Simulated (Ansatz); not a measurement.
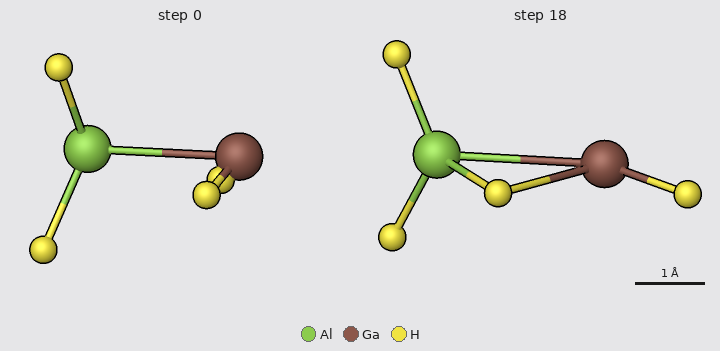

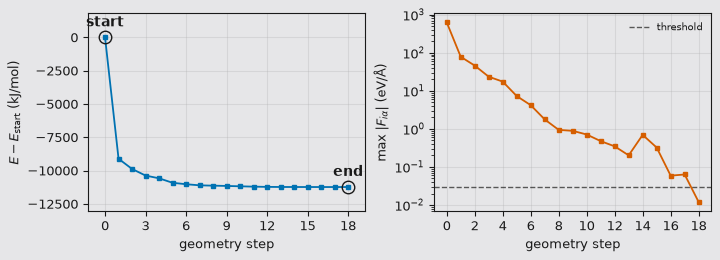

First and last geometry of a relaxation of GaAlH₄ (coarse preliminary run), with the history of the run. A ball-and-stick model, seen at a tilt.

The start comes from a force field.

All numbers below come from RKS PBE-D4/def2-SVP in Ansatz.

Input
```yaml
crystal:
  periodic: [false, false, false]
  atoms:
    - {symbol: Al, position_ang: [-0.221000, -1.044000, -0.273500]}
    - {symbol: Ga, position_ang: [-0.516400, 1.296600, -0.210200]}
    - {symbol: H, position_ang: [-0.770400, -1.279700, 1.201500]}
    - {symbol: H, position_ang: [1.285400, -1.371200, -0.748900]}
    - {symbol: H, position_ang: [-0.120300, 1.121500, -0.266200]}
    - {symbol: H, position_ang: [0.384800, 1.212800, 0.251100]}
basis:
  gaussian: {orbitals: def2-SVP}
hamiltonian: {xc: pbe, dispersion: d4}
relax: {f_tol: 0.03, max_steps: 200}
```

Run as
```bash
ansatz run in.yaml --threads 2 --pin off --events-out ev --progress --plain --max-ram 4352MiB
```

Question: Read the history and describe the run.

Answer: It converged. Over 18 geometry steps the energy falls by 11230.2 kJ/mol. Largest force component: 630 eV/Å at the start, 0.012 eV/Å at the end. The atom that moves furthest after the best rigid fit is H6 (1.77 Å). By element the largest moves are H 1.77 Å, Al 0.40 Å, Ga 0.35 Å. Near-neighbour distances that change, for instance: H5–H6 0.729 → 2.790 Å, Ga2–H5 0.437 → 2.035 Å, Ga2–H6 1.016 → 1.611 Å, Al1–H5 2.168 → 1.723 Å. Among the angles between lasting bonds that change: Al1–Ga2–H6 79.6° → 142.9°, Ga2–Al1–H3 94.5° → 114.2°, Ga2–Al1–H4 109.0° → 112.9°. Cost: 19 s on 2 threads of Arm Neoverse V1, with other jobs on the host.
